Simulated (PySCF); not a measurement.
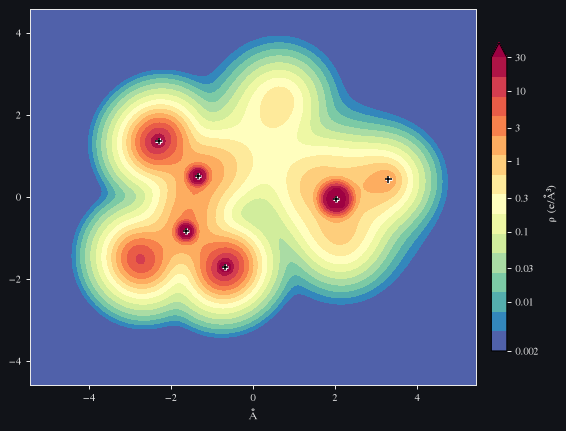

The electron density on a plane through atoms (crosses mark nuclei in the plane).

Method: PySCF, PBE0/pcSseg-1, SCF density, gas phase, non-relativistic.

Candidates:
A. C₄H₁₀OSSi (SMILES [SiH3]S[C@H]1CCCO1)
B. C₅H₅N₃ (SMILES C#CCn1ccnn1)
C. C₂H₅F₃PSi (SMILES FC(F)=C(F)[SiH2][PH3+]) (charge +1)

Which system is this?

Candidate C: C₂H₅F₃PSi on the plane of atoms F3, C2 and C4, which holds C, F, P and H. C–F (1.29 Å): the density is about 2.6 e/Å³ at the midpoint. C–C (1.37 Å): ρ at the midpoint is about 2.2 e/Å³.
